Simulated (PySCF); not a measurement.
# SiSe (SMILES [Si][Se]) at 4 levels

Aim: a comparison of 4 runs (HF/STO-3G, HF/3-21G, HF/def2-SVP, B3LYP/6-31G) of SiSe. Input form: a Python script.

The calculation is run with PySCF 2.14.0.

**1. The structure to begin with**

SiSe: 2 atoms, total charge 0, spin state singlet. As SMILES, `[Si][Se]`. The shape is that of a PBE0-D4/def2-TZVP optimisation.

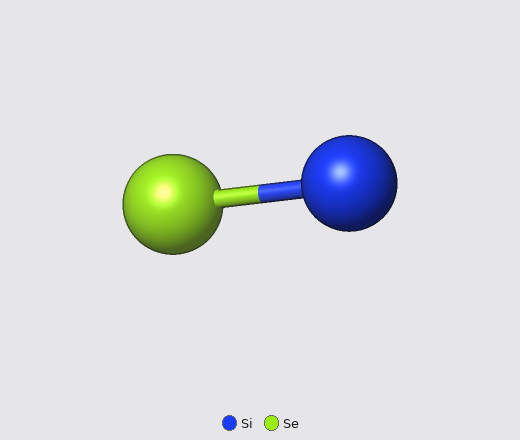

Viewed from a chosen angle; silicon blue, selenium green.

**2. Energy and gradient at HF/STO-3G (run 1)**

run.py

```python
import pyscf.grad
from pyscf import gto, scf

mol = gto.M(
    atom='Si 0.000000 0.000000 0.031440; Se -0.000000 -0.000000 2.093090',
    spin=0,
    verbose=4,
    basis='sto-3g',
    max_memory=1860,
)

mf = scf.RHF(mol)
mf.conv_tol = 1e-10
mf.kernel()
if not mf.converged:
    mf = mf.newton().run(mf.mo_coeff, mf.mo_occ)

etot = mf.e_tot
print('E = %.10f Eh' % etot)
grad = mf.Gradients().kernel()
dip = mf.dip_moment()
pop, q = mf.mulliken_pop()
```

Launch:

```sh
$ OMP_NUM_THREADS=1 python run.py
```

Output:

```text
PySCF version 2.14.0

[INPUT] num. atoms = 2
[INPUT] num. electrons = 48
[INPUT] charge = 0
[INPUT] spin (= nelec alpha-beta = 2S) = 0
[INPUT] symmetry False subgroup None
[INPUT] Mole.unit = angstrom
[INPUT] Symbol           X                Y                Z      unit          X                Y                Z       unit  Magmom
[INPUT]  1 Si     0.000000000000   0.000000000000   0.031440000000 AA    0.000000000000   0.000000000000   0.059412989356 Bohr   0.0
[INPUT]  2 Se     0.000000000000   0.000000000000   2.093090000000 AA    0.000000000000   0.000000000000   3.955366854066 Bohr   0.0

nuclear repulsion = 122.178038172299
number of shells = 13
number of NR pGTOs = 81
number of NR cGTOs = 27
basis = sto-3g
ecp = {}

[... 37 lines left out ...]
converged SCF energy = -2659.14801755905
[... 9 lines left out ...]
Dipole moment(X, Y, Z, Debye): -0.00000,  0.00000, -3.48766
[... 30 lines left out ...]
charge of    1Se =     -0.42467
```

Run time: 2 s. Hardware: 1 thread of Intel Xeon at 2.50GHz (Skylake/Cascade Lake), shared host; peak memory 0.12 GiB.

**3. Energy and forces at HF/3-21G (run 2)**

calc.py

```python
import pyscf.grad
from pyscf import gto, scf

molecule = gto.Mole()
molecule.atom = '''
Si     0.000000     0.000000     0.031440
Se     0.000000     0.000000     2.093090
'''
molecule.verbose = 4
molecule.basis = '3-21g'
molecule.max_memory = 1860
molecule.build()

mf = scf.RHF(molecule)
mf.conv_tol = 1e-10
mf.kernel()
if not mf.converged:
    mf = mf.newton().run(mf.mo_coeff, mf.mo_occ)

e_final = mf.e_tot
print('E(%s) = %.9f' % ('HF', e_final))
grad = mf.Gradients().kernel()
dip = mf.dip_moment()
pop, q = mf.mulliken_pop()
```

Launch:

```sh
$ OMP_NUM_THREADS=1 python calc.py
```

Output:

```text
PySCF version 2.14.0

[INPUT] num. atoms = 2
[INPUT] num. electrons = 48
[INPUT] charge = 0
[INPUT] spin (= nelec alpha-beta = 2S) = 0
[INPUT] symmetry False subgroup None
[INPUT] Mole.unit = angstrom
[INPUT] Symbol           X                Y                Z      unit          X                Y                Z       unit  Magmom
[INPUT]  1 Si     0.000000000000   0.000000000000   0.031440000000 AA    0.000000000000   0.000000000000   0.059412989356 Bohr   0.0
[INPUT]  2 Se     0.000000000000   0.000000000000   2.093090000000 AA    0.000000000000   0.000000000000   3.955366854066 Bohr   0.0

nuclear repulsion = 122.178038172299
number of shells = 17
number of NR pGTOs = 81
number of NR cGTOs = 35
basis = 3-21g
ecp = {}

[... 37 lines left out ...]
converged SCF energy = -2675.8862784679
[... 9 lines left out ...]
Dipole moment(X, Y, Z, Debye): -0.00000, -0.00000, -2.01908
[... 38 lines left out ...]
charge of    1Se =     -0.40506
```

Wall time 2.3 s (1 thread of Intel Xeon at 2.50GHz (Skylake/Cascade Lake), shared host); peak memory 0.12 GiB.

Run 3 isn't shown in full; the table further down has it.

**4. Energy and forces at B3LYP/6-31G (run 4)**

job.py

```python
# SiSe
import pyscf.grad
from pyscf import gto, dft

mol = gto.M(
    atom='Si 0.000000 0.000000 0.031440; Se -0.000000 -0.000000 2.093090',
    basis='6-31g',
    verbose=4,
    spin=0,
    max_memory=1860,
)

ks = dft.RKS(mol, xc='b3lyp')
ks.conv_tol = 1e-10
ks.grids.level = 5
ks.kernel()
if not ks.converged:
    ks = ks.newton().run(ks.mo_coeff, ks.mo_occ)

energy = ks.e_tot
print('E = %.10f Eh' % energy)
grad = ks.Gradients().kernel()
dip = ks.dip_moment()
pop, q = ks.mulliken_pop()
```

Launch:

```sh
$ OMP_NUM_THREADS=1 python job.py
```

Output:

```text
PySCF version 2.14.0

[INPUT] num. atoms = 2
[INPUT] num. electrons = 48
[INPUT] charge = 0
[INPUT] spin (= nelec alpha-beta = 2S) = 0
[INPUT] symmetry False subgroup None
[INPUT] Mole.unit = angstrom
[INPUT] Symbol           X                Y                Z      unit          X                Y                Z       unit  Magmom
[INPUT]  1 Si     0.000000000000   0.000000000000   0.031440000000 AA    0.000000000000   0.000000000000   0.059412989356 Bohr   0.0
[INPUT]  2 Se     0.000000000000   0.000000000000   2.093090000000 AA    0.000000000000   0.000000000000   3.955366854066 Bohr   0.0

nuclear repulsion = 122.178038172299
number of shells = 18
number of NR pGTOs = 136
number of NR cGTOs = 40
basis = 6-31g
ecp = {}

[... 53 lines left out ...]
converged SCF energy = -2690.69626250678
[... 10 lines left out ...]
Dipole moment(X, Y, Z, Debye): -0.00000, -0.00000, -1.39941
[... 43 lines left out ...]
charge of    1Se =     -0.18598
```

It took 14 s on 1 thread of Intel Xeon at 2.50GHz (Skylake/Cascade Lake), shared host; peak memory 0.44 GiB.

**5. All runs side by side**

| run | level | integration grid | energy (Eh) | dipole moment (D) | HOMO energy (eV) | LUMO energy (eV) | wall time |
| --- | --- | --- | --- | --- | --- | --- | --- |
| 1 | HF/STO-3G | – | -2659.148018 | 3.49 | -6.45 | 5.48 | 2 s |
| 2 | HF/3-21G | – | -2675.886278 | 2.02 | -10.02 | 0.38 | 2.3 s |
| 3 | HF/def2-SVP | – | -2688.401294 | 1.87 | -9.93 | 0.68 | 5.7 s |
| 4 | B3LYP/6-31G | 5 | -2690.696263 | 1.40 | -7.56 | -2.73 | 14 s |

**6. Results**

| quantity | value |
| --- | --- |
| run 4: total energy | -2690.69626 Eh |
| run 4: dipole moment | 1.40 D |
| run 4: HOMO energy | -7.56 eV |
| run 4: LUMO energy | -2.73 eV |
| run 4: HOMO–LUMO gap | 4.83 eV |
| run 4: largest force on an atom | 2.375 eV/Å |

The dipole moment (its size) runs from 1.40 D (B3LYP/6-31G) to 3.49 D (HF/STO-3G). The two ends differ in method and basis. The HOMO–LUMO gap runs from 4.83 eV (B3LYP/6-31G) to 11.93 eV (HF/STO-3G). In run 1 the basis is minimal, so the values are rough. All runs together took 24 s, the longest 14 s.
